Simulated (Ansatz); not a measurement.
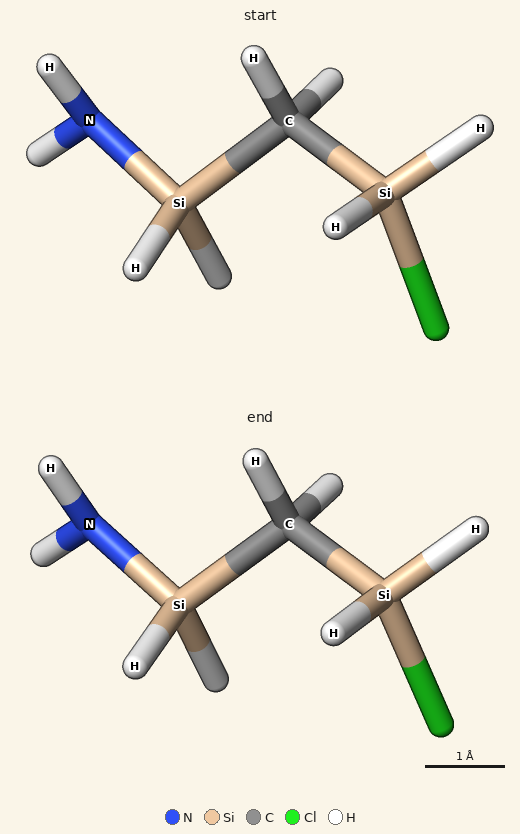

The structure of CH8ClNSi2 before (top) and after (bottom) a relaxation, at one scale.

A stick model, seen at a tilt.

The start comes from PBE-D4/def2-SVP.

Level of theory: RKS PBE0-D4/def2-TZVP (Ansatz). Set-up: force threshold 0.005 eV/Å; at most 150 steps.

Question: What changed between the two?

Answer: The atom that moves furthest after the best rigid fit is the Cl atom (0.097 Å). By element the largest moves are Cl 0.097 Å, H 0.091 Å, N 0.052 Å, Si 0.028 Å, C 0.021 Å. Among the contacts that change: N–Si 1.751 → 1.721 Å, Cl–Si 2.093 → 2.063 Å, C–Si 1.896 → 1.873 Å, C–Si 1.877 → 1.855 Å. Bond angles that change, for instance: Si–N–H 118.3° → 120.7°, Si–N–H 116.8° → 119.0°. After 7 accepted moves (8 points after the start) the energy has fallen by 0.063 eV. Largest force component: 0.56 eV/Å at the start, 0.002 eV/Å at the end. The line search rejected the trial step at point 3 of the run.
